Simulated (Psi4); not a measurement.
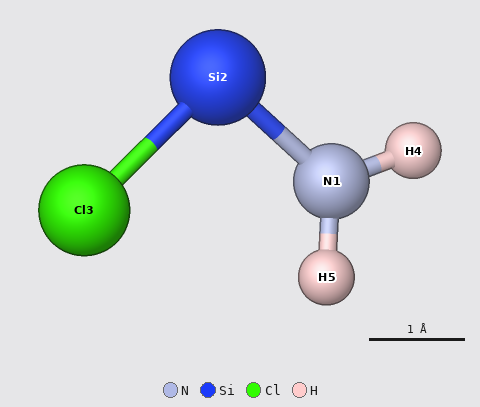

*The input geometry (ball-and-stick view, seen at a tilt; atoms are numbered from 1 in the order of the input).*

Bond lengths as drawn: Cl–Si 2.10 Å, H–N 1.01 Å and N–Si 1.70 Å.

# SiNH₂Cl: excited-state calculation

- system: SiNH₂Cl
- method: TDA (SVWN5)/6-311G*, RKS (Psi4 1.11)

The geometry comes from this level: PBE0-D4/def2-TZVP.

Input (clh2nsi.py)
```python
import psi4

psi4.set_memory('1600 MB')
psi4.set_num_threads(1)
psi4.core.set_output_file('output.dat', False)

with open('clh2nsi.xyz') as f:
    atoms = ''.join(f.readlines()[2:])
m = psi4.geometry('0 1\n' + atoms + 'symmetry c1')

psi4.set_options({
    'basis': '6-311G*',
    'reference': 'rks',
    'scf_type': 'df',
    'save_jk': True,
    'diis_max_vecs': 3,
})

from psi4.driver.procrouting.response.scf_response import tdscf_excitations
energy_value, wavefunction = psi4.energy('scf', dft_functional={"name": "SVWN5", "x_functionals": {"LDA_X": {}}, "c_functionals": {"LDA_C_VWN": {}}}, return_wfn=True)
states = tdscf_excitations(wavefunction, states=4, tda=True, triplets='also')
for k, s in enumerate(states, 1):
    print(f"root {k}: {s['EXCITATION ENERGY'] * 27.211386:.4f} eV  f = {s['OSCILLATOR STRENGTH (LEN)']:.4f}  {s['SYMMETRY']}")
print('E =', round(energy_value, 9))
```

File clh2nsi.xyz
```
5
ClH2NSi
N     -0.148200     0.583400    -0.233900
Si    -0.116200    -0.341800     1.192600
Cl     0.649000    -2.124500     0.377300
H     -0.473300     1.538600    -0.227400
H      0.138600     0.270600    -1.150000
```

Run on 1 thread of Intel Xeon (Granite Rapids), 192 GiB of memory available, shared host.

Command:
```bash
python clh2nsi.py
```

The program's output
```
=> Loading Basis Set <=

    Name: 6-311G*
    Role: ORBITAL
    Keyword: BASIS

         ---------------------------------------------------------
                                   SCF
                              RKS Reference
                        1 Threads,   1525 MiB Core
         ---------------------------------------------------------

  ==> Geometry <==

    Molecular point group: c1
    Full point group: C1

    Geometry (in Angstrom), charge = 0, multiplicity = 1:

       Center              X                  Y                   Z               Mass
    ------------   -----------------  -----------------  -----------------  -----------------
         N           -0.363882885511     1.518770799749    -0.764461603631    14.003074004430
         SI          -0.331882885511     0.593570799749     0.662038396369    27.976926534650
         CL           0.433317114489    -1.189129200251    -0.153261603631    34.968852682000
         H           -0.688982885511     2.473970799749    -0.757961603631     1.007825032230
         H           -0.077082885511     1.205970799749    -1.680561603631     1.007825032230

  Running in c1 symmetry.

  Rotational constants: A =      0.66028  B =      0.15272  C =      0.12403 [cm^-1]
  Rotational constants: A =  19794.80947  B =   4578.29043  C =   3718.29546 [MHz]
  Nuclear repulsion =  131.390318799166209

  Charge       = 0
  Multiplicity = 1
  Electrons    = 40
  Nalpha       = 20
  Nbeta        = 20

  ==> Algorithm <==

  SCF Algorithm Type is DF.
  DIIS enabled.
  MOM disabled.
  Fractional occupation disabled.
  Guess Type is SAD.
  Energy threshold   = 1.00e-06
  Density threshold  = 1.00e-06
  Integral threshold = 1.00e-12

  ==> Primary Basis <==

  Basis Set: 6-311G*
    Blend: 6-311G*
    Number of shells: 38
    Number of basis functions: 76
    Number of Cartesian functions: 79
    Spherical Harmonics?: true
    Max angular momentum: 2

  ==> DFT Potential <==

   => LibXC <=

    Version 7.1.2

   => Composite Functional: SVWN5 <=

    Slater exchange
    Vosko, Wilk & Nusair (VWN5)

    Deriv               =              1
    GGA                 =          FALSE
    Meta                =          FALSE

    Exchange Hybrid     =          FALSE
    MP2 Hybrid          =          FALSE

   => Exchange Functionals <=

    1.0000         XC_LDA_X

   => Correlation Functionals <=

    1.0000     XC_LDA_C_VWN

   => LibXC Density Thresholds  <==

    XC_LDA_C_VWN:  1.00E-15
    XC_LDA_X:  1.00E-15

   => Molecular Quadrature <=

    Radial Scheme          =       TREUTLER
    Pruning Scheme         =           NONE
    Nuclear Scheme         =       TREUTLER

    Blocking Scheme        =         OCTREE
    BS radius alpha        =              1
    Pruning alpha          =              1
    Radial Points          =             75
    Spherical Points       =            302
    Total Points           =         108385
    Total Blocks           =            882
    Max Points             =            256
    Max Functions          =             75
    Weights Tolerance      =       1.00E-15

   => Loading Basis Set <=

    Name: (6-311G* AUX)
    Role: JKFIT
    Keyword: DF_BASIS_SCF

  ==> Integral Setup <==

  DFHelper Memory: AOs need 0.018 GiB; user supplied 1.075 GiB.
  SCF_SUBTYPE=INCORE selected. In-core MEM_DF algorithm will be used.
  Using in-core AOs.

  ==> MemDFJK: Density-Fitted J/K Matrices <==

    J tasked:                   Yes
    K tasked:                    No
    wK tasked:                   No
    Memory [MiB]:              1100
    Algorithm:                 Core
    Schwarz Cutoff:           1E-12
    Mask sparsity (%):       4.2244
    Fitting Condition:        1E-10

   => Auxiliary Basis Set <=

  Basis Set: (6-311G* AUX)
    Blend: CC-PVTZ-JKFIT
    Number of shells: 119
    Number of basis functions: 381
    Number of Cartesian functions: 456
    Spherical Harmonics?: true
    Max angular momentum: 4

  Cached 100.0% of DFT collocation blocks in 0.043 [GiB].

  Minimum eigenvalue in the overlap matrix is 1.9399519247E-02.
  Reciprocal condition number of the overlap matrix is 3.6939099234E-03.
    Using symmetric orthogonalization.

  ==> Pre-Iterations <==

  SCF Guess: Superposition of Atomic Densities via on-the-fly atomic UHF (no occupation information).

   -------------------------
    Irrep   Nso     Nmo
   -------------------------
     A         76      76
   -------------------------
    Total      76      76
   -------------------------

  ==> Iterations <==

                           Total Energy        Delta E     RMS |[F,P]|

   @DF-RKS iter SAD:  -802.30180777493956   -8.02302e+02   0.00000e+00
   @DF-RKS iter   1:  -802.24228542609944    5.95223e-02   1.34352e-02 DIIS/ADIIS
   @DF-RKS iter   2:  -800.44552228111525    1.79676e+00   2.32025e-02 DIIS/ADIIS
   @DF-RKS iter   3:  -802.57951367276121   -2.13399e+00   4.41731e-03 DIIS/ADIIS
   @DF-RKS iter   4:  -802.63782248267182   -5.83088e-02   2.10242e-03 DIIS/ADIIS
   @DF-RKS iter   5:  -802.64908130574042   -1.12588e-02   8.52684e-04 DIIS/ADIIS
   @DF-RKS iter   6:  -802.65055972091341   -1.47842e-03   5.60852e-04 DIIS/ADIIS
   @DF-RKS iter   7:  -802.64983596699278    7.23754e-04   7.66145e-04 DIIS/ADIIS
   @DF-RKS iter   8:  -802.65140316114855   -1.56719e-03   1.33382e-04 DIIS/ADIIS
   @DF-RKS iter   9:  -802.65139330535908    9.85579e-06   1.40409e-04 DIIS/ADIIS
   @DF-RKS iter  10:  -802.65142249866301   -2.91933e-05   1.05334e-04 DIIS/ADIIS
   @DF-RKS iter  11:  -802.65145210496939   -2.96063e-05   4.88444e-05 DIIS
   @DF-RKS iter  12:  -802.65144942735333    2.67762e-06   5.47199e-05 DIIS
   @DF-RKS iter  13:  -802.65145760823759   -8.18088e-06   1.49485e-05 DIIS
   @DF-RKS iter  14:  -802.65145780036585   -1.92128e-07   1.29618e-05 DIIS
   @DF-RKS iter  15:  -802.65145801011352   -2.09748e-07   1.13374e-05 DIIS
   @DF-RKS iter  16:  -802.65145828454388   -2.74430e-07   4.76321e-06 DIIS
   @DF-RKS iter  17:  -802.65145831034692   -2.58030e-08   3.48682e-06 DIIS
   @DF-RKS iter  18:  -802.65145832800351   -1.76566e-08   2.61023e-06 DIIS
   @DF-RKS iter  19:  -802.65145834841451   -2.04110e-08   9.83006e-07 DIIS
  Energy and wave function converged.

  ==> Post-Iterations <==

   Electrons on quadrature grid:
      Ntotal   =   40.0000027404 ; deviation = 2.740e-06

    Orbital Energies [Eh]
    ---------------------

    Doubly Occupied:

       1A   -100.336503     2A    -65.148400     3A    -13.867697
       4A     -9.136948     5A     -6.995252     6A     -6.990414
       7A     -6.988949     8A     -5.048567     9A     -3.491021
      10A     -3.489481    11A     -3.484043    12A     -0.805688
      13A     -0.743324    14A     -0.486659    15A     -0.483031
      16A     -0.369203    17A     -0.311276    18A     -0.292701
      19A     -0.268725    20A     -0.226884

    Virtual:

      21A     -0.092073    22A     -0.028467    23A      0.005049
      24A      0.053916    25A      0.058700    26A      0.140353
      27A      0.155620    28A      0.177139    29A      0.235120
      30A      0.246841    31A      0.266776    32A      0.277941
      33A      0.321331    34A      0.353325    35A      0.493646
      36A      0.499614    37A      0.545759    38A      0.569627
      39A      0.619684    40A      0.626931    41A      0.714130
      42A      0.782686    43A      0.808637    44A      0.809559
      45A      0.849862    46A      0.852432    47A      0.877886
      48A      0.929178    49A      1.064629    50A      1.082553
      51A      1.133421    52A      1.251593    53A      1.803860
      54A      1.807377    55A      1.816818    56A      1.958152
      57A      2.037729    58A      2.055724    59A      2.161635
      60A      2.360376    61A      2.441634    62A      2.715942
      63A      3.518719    64A      3.820029    65A      3.912690
      66A      5.219026    67A      9.390007    68A     10.970541
      69A     11.049249    70A     11.153149    71A     25.231120
      72A     25.293832    73A     25.596516    74A     35.127739
      75A    140.460065    76A    215.207180

    Final Occupation by Irrep:
              A
    DOCC [    20 ]
    NA   [    20 ]
    NB   [    20 ]

  @DF-RKS Final Energy:  -802.65145834841451

   => Energetics <=

    Nuclear Repulsion Energy =            131.3903187991662094
    One-Electron Energy =               -1373.7276422108748193
    Two-Electron Energy =                 493.3253240363084728
    DFT Exchange-Correlation Energy =     -53.6394589730143210
    Empirical Dispersion Energy =           0.0000000000000000
    VV10 Nonlocal Energy =                  0.0000000000000000
    Total Energy =                       -802.6514583484145078

Computation Completed

Properties will be evaluated at   0.000000,   0.000000,   0.000000 [a0]

Properties computed using the SCF density matrix

 Multipole Moments:

 ------------------------------------------------------------------------------------
     Multipole            Electronic (a.u.)      Nuclear  (a.u.)        Total (a.u.)
 ------------------------------------------------------------------------------------

 L = 1.  Multiply by 2.5417464519 to convert [e a0] to [Debye]
 Dipole X            :          0.8470999           -1.1210147           -0.2739148
 Dipole Y            :         -3.4133539            4.5469305            1.1335766
 Dipole Z            :          1.5698556           -2.1290867           -0.5592310
 Magnitude           :                                                    1.2933540

 ------------------------------------------------------------------------------------

	total time  =          2 seconds =       0.03 minutes

******************************************************************************************
**********                               WARNING                                **********
**********       The names of excited state variables changed between 1.5       **********
**********     and 1.6. For a quick solution, remove the symmetry specifier     **********
**********   from the variable name. For full details, see 'Notes on Psivars'   **********
**********                        in the documentation.                         **********
******************************************************************************************

         ---------------------------------------------------------
                         TDSCF excitation energies
         ---------------------------------------------------------

  ==> Options <==

     Residual threshold  : 1.0000e-04
     Initial guess       : denominators
     Reference           : RHF
     Solver type         : TDA (Davidson)

  ==> Requested Excitations <==

      2 singlet states with A symmetry

  ==> Seeking the lowest 2 singlet states with A symmetry

                         Generalized Davidson Solver

  ==> Options <==

    Max number of iterations        = 60
    Eigenvector tolerance           = 1.0000e-04
    Max number of expansion vectors = 400

  => Iterations <=
                           Max[D[value]]     Max[|R|]   # vectors
  DavidsonSolver iter   1:   2.14013e-01  7.82975e-02      8
  DavidsonSolver iter   2:   9.92284e-03  1.34641e-02     10
  DavidsonSolver iter   3:   1.74403e-04  1.75046e-03     12
  DavidsonSolver iter   4:   3.11645e-06  1.13359e-04     14
  DavidsonSolver iter   5:   1.45584e-08  6.01433e-06     16      Converged

  ==> Requested Excitations <==

      2 triplet states with A symmetry

  ==> Seeking the lowest 2 triplet states with A symmetry

                         Generalized Davidson Solver

  ==> Options <==

    Max number of iterations        = 60
    Eigenvector tolerance           = 1.0000e-04
    Max number of expansion vectors = 400

  => Iterations <=
                           Max[D[value]]     Max[|R|]   # vectors
  DavidsonSolver iter   1:   1.65335e-01  2.44783e-02      8
  DavidsonSolver iter   2:   1.19705e-03  1.51382e-03     10
  DavidsonSolver iter   3:   2.21124e-06  5.80477e-05     12      Converged

******************************************************************************************
**********                               WARNING                                **********
**********  Length-gauge rotatory strengths are **NOT** gauge-origin invariant  **********
******************************************************************************************

                                    Excitation Energy         Total Energy        Oscillator Strength             Rotatory Strength
     #   Sym: GS->ES (Trans)        au              eV              au          au (length)    au (velocity)    au (length)    au (velocity)
    ---- -------------------- --------------- --------------- --------------- --------------- --------------- --------------- ---------------
     1        A->A (3 A)       0.11598         3.15592        -802.53548       0.0000          0.0000          0.0000         -0.0000
     2        A->A (3 A)       0.16461         4.47932        -802.48685       0.0000          0.0000          0.0000         -0.0000
     3        A->A (1 A)       0.17275         4.70090        -802.47870       0.0786          0.0036         -0.0000          0.0000
     4        A->A (1 A)       0.20792         5.65771        -802.44354       0.0245          0.0022         -0.0000          0.0000

Contributing excitations
Only contributions with abs(coeff) > 1.00e-01 will be printed:

Excited State    1 (3 A):   0.11598 au   392.86 nm f = 0.0000
  Sums of squares: Xssq =  1.000000e+00
     20a  ->  21a     0.996519 (99.305%)

Excited State    2 (3 A):   0.16461 au   276.79 nm f = 0.0000
  Sums of squares: Xssq =  1.000000e+00
     17a  ->  21a     0.123713 ( 1.530%)
     19a  ->  21a     0.991347 (98.277%)

Excited State    3 (1 A):   0.17275 au   263.75 nm f = 0.0786
  Sums of squares: Xssq =  1.000000e+00
     16a  ->  21a    -0.104712 ( 1.096%)
     18a  ->  21a     0.290640 ( 8.447%)
     20a  ->  21a     0.939493 (88.265%)

Excited State    4 (1 A):   0.20792 au   219.14 nm f = 0.0245
  Sums of squares: Xssq =  1.000000e+00
     18a  ->  21a     0.953003 (90.822%)
     20a  ->  21a    -0.269763 ( 7.277%)

******************************************************************************************
**********                               WARNING                                **********
**********       The names of excited state variables changed between 1.5       **********
**********     and 1.6. For a quick solution, remove the symmetry specifier     **********
**********   from the variable name. For full details, see 'Notes on Psivars'   **********
**********                        in the documentation.                         **********
******************************************************************************************
```

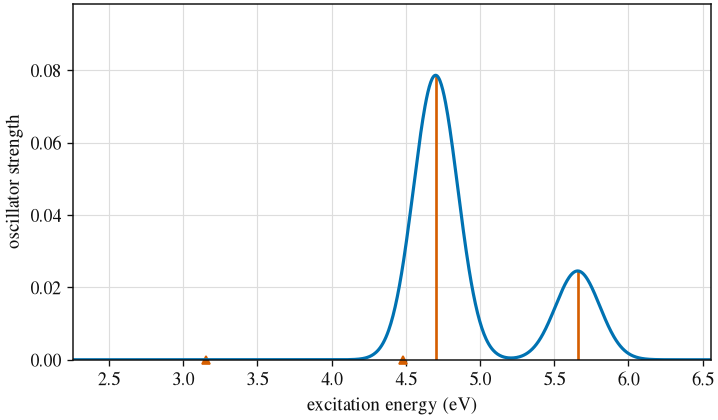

*Computed excitations as sticks (degenerate states added up, dark ones marked on the axis), with a Gaussian envelope of 0.35 eV full width at half maximum, scaled to the tallest.*

Of the 4 states the lowest lies at 3.16 eV (f = 0.000); the strongest line is at 4.70 eV, or 264 nm (f = 0.079).

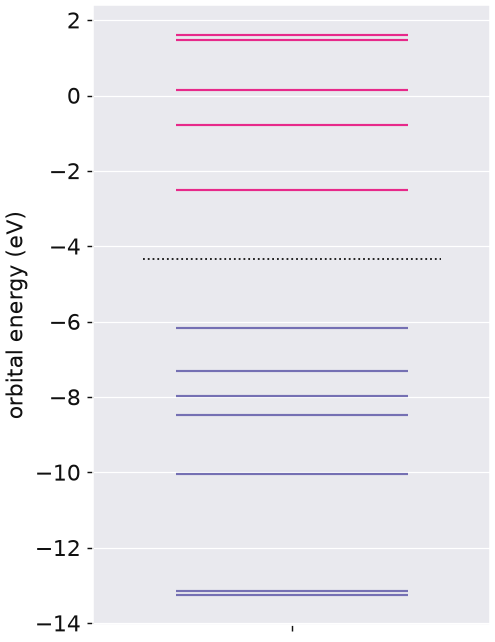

*Orbital energies near the frontier; the dotted line parts filled from empty levels, and levels within 0.02 eV of each other stand side by side.*

Highest filled −6.17 eV, lowest empty −2.51 eV, 3.66 eV apart.

Key numbers

```tsv
quantity	value
outcome	converged
total energy	−802.651458 hartree
basis functions	76
HOMO	−6.17 eV
LUMO	−2.51 eV
dipole moment	3.29 D
lowest singlet excitation	3.16 eV
wall time	6.9 s
peak memory	0.27 GiB
```

Remarks

Settings chosen away from the usual ones: diis_max_vecs set to 3.
